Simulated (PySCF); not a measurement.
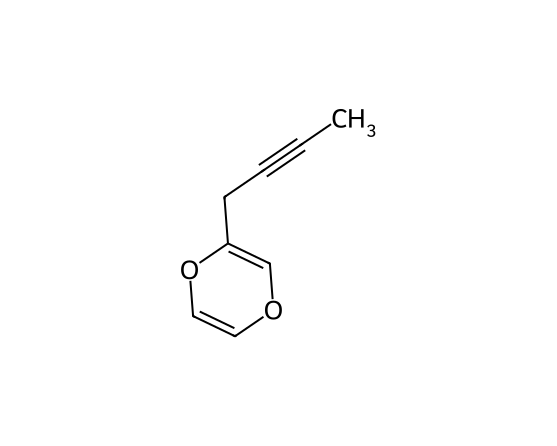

Skeletal drawing of a molecule.

Give its SMILES.

Answer. CC#CCC1=COC=CO1

Give the formula, hydrogens included.

Answer. C8H8O2.

More results for the same structure follow; atom numbers are the same in all pictures, views and colours differ. The geometry was computed by an optimisation with GFN2-xTB. No frequency run is at hand to confirm it as a minimum.

### Charges

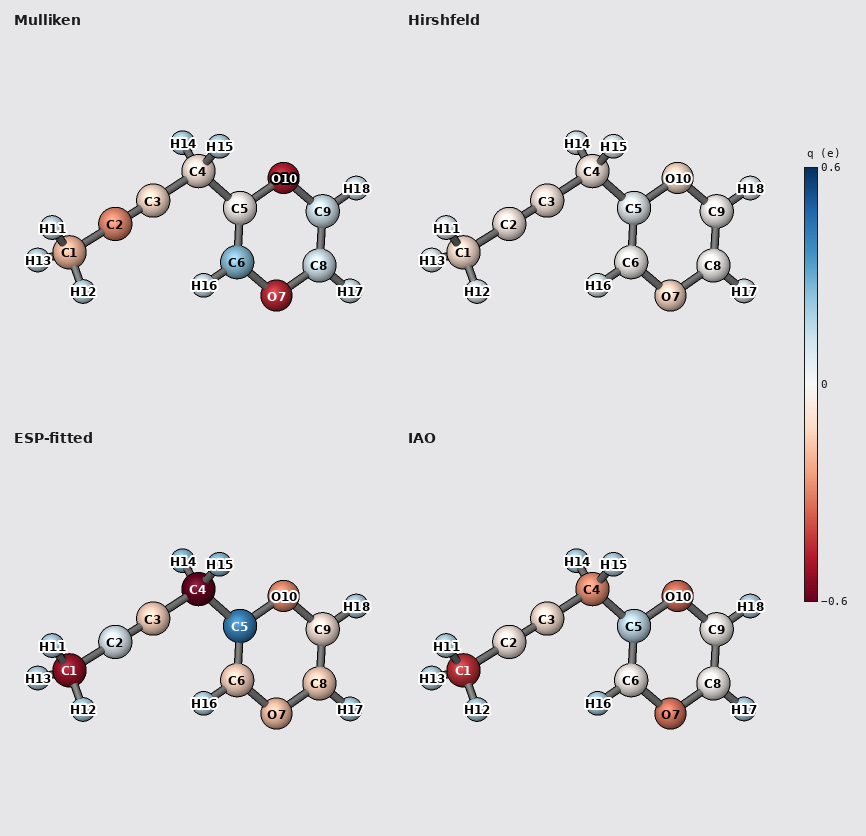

Atomic charges of one calculation by 4 schemes, on one colour scale. No frequency run is at hand to confirm it as a minimum. Level of theory: PBE0/pcSseg-1 (PySCF 2.14.0).

Which scheme gives the most polar picture (largest mean size of the charges)?

Answer. The ESP-fitted charges are the largest in size here, and the Hirshfeld charges the smallest.

On which atom do the schemes disagree most?

Answer. On C4 (from −0.60 to −0.06 e).

List the charges (e), one line for each set of equivalent atoms. Atoms whose distances differ by more than 0.02 Å in this geometry are listed apart.

```csv
atom,Mulliken,Hirshfeld,ESP-fitted,IAO
C1,−0.19,−0.10,−0.52,−0.44
C2,−0.28,−0.05,0.08,−0.05
C3,−0.11,−0.06,−0.13,−0.08
C4,−0.06,−0.06,−0.60,−0.28
C5,−0.02,0.05,0.40,0.15
C6,0.25,−0.01,−0.13,−0.03
O7,−0.45,−0.12,−0.18,−0.32
C8,0.11,−0.01,−0.14,−0.02
C9,0.11,−0.01,−0.07,−0.02
O10,−0.47,−0.12,−0.28,−0.33
H11,0.15,0.06,0.18,0.17
H12,0.15,0.06,0.18,0.17
H13,0.15,0.06,0.18,0.17
H14,0.17,0.06,0.25,0.18
H15,0.17,0.06,0.25,0.18
H16,0.12,0.05,0.16,0.18
H17,0.11,0.06,0.18,0.18
H18,0.11,0.06,0.17,0.18
```

### Electronic properties

No frequency run is at hand to confirm it as a minimum. Level of theory: PBE0/pcSseg-1, gas phase (PySCF 2.14.0).

Predict the main results.

- dipole moment: 0.71 D
- HOMO energy (Kohn–Sham orbital): −5.47 eV
- LUMO energy (Kohn–Sham orbital): 0.04 eV
- HOMO–LUMO gap: 5.50 eV

### NMR shielding

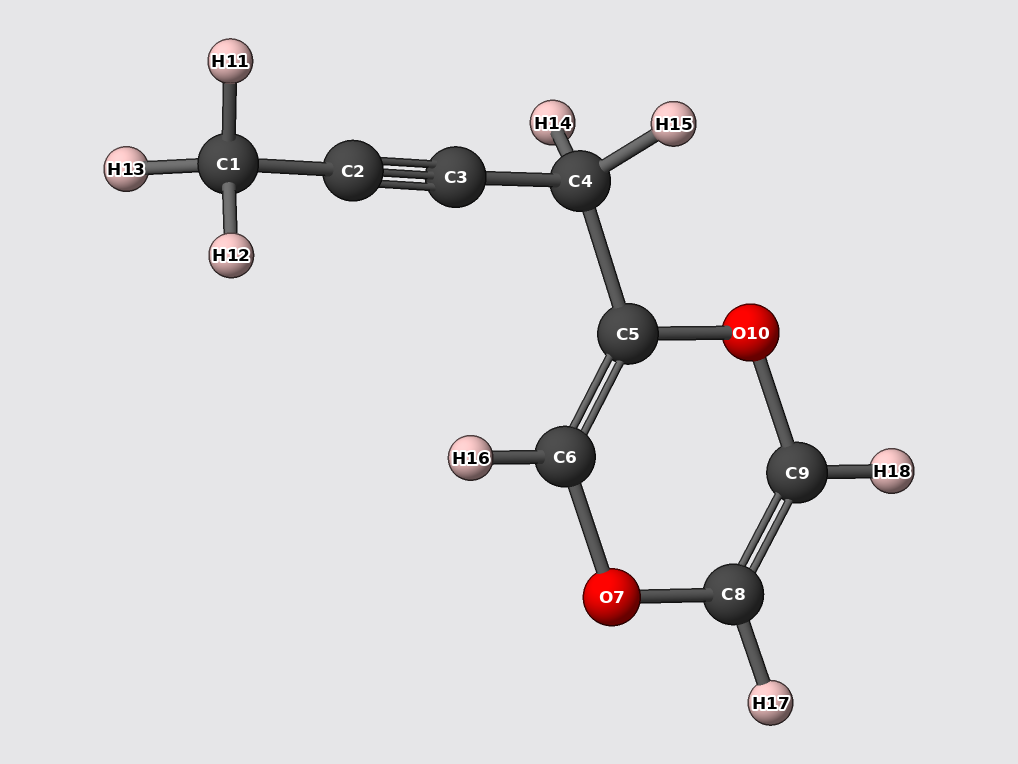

The questions are on isotropic NMR shieldings of the C atoms. No frequency run is at hand to confirm it as a minimum. Method: GIAO PBE0/pcSseg-1 NMR shielding, non-relativistic, gas phase (PySCF 2.14.0).

Which C atom is the most shielded (lowest chemical shift)?

Answer. C1 (182.4 ppm).

Which C atom is the least shielded (highest chemical shift)?

Answer. C5 (44.8 ppm).

How wide is the range of C shifts?

Answer. 137.6 ppm.

Give the isotropic NMR shieldings of the C atoms atom by atom.

```tsv
atom	σ (ppm)
C1	182.4
C2	99.4
C3	108.7
C4	164.2
C5	44.8
C6	55.7
C8	53.0
C9	53.4
```

### Quadrupole coupling

No frequency run is at hand to confirm it as a minimum. Electric field gradients from the ground-state density, PBE0/pcSseg-1 (PySCF 2.14.0), non-relativistic apart from any core potentials.

Give the largest field-gradient component, the quadrupole coupling constant and the asymmetry for 17O at O7 (Q = −25.6 mb), 17O at O10 (Q = −25.6 mb).

| atom | V_zz (a.u.) | e²qQ/h (MHz) | η |
| --- | --- | --- | --- |
| O7 | 1.843 | −11.09 | 0.92 |
| O10 | 1.844 | −11.09 | 0.94 |

Mulliken values depend strongly on the basis set and can even reverse the polarity of a bond.
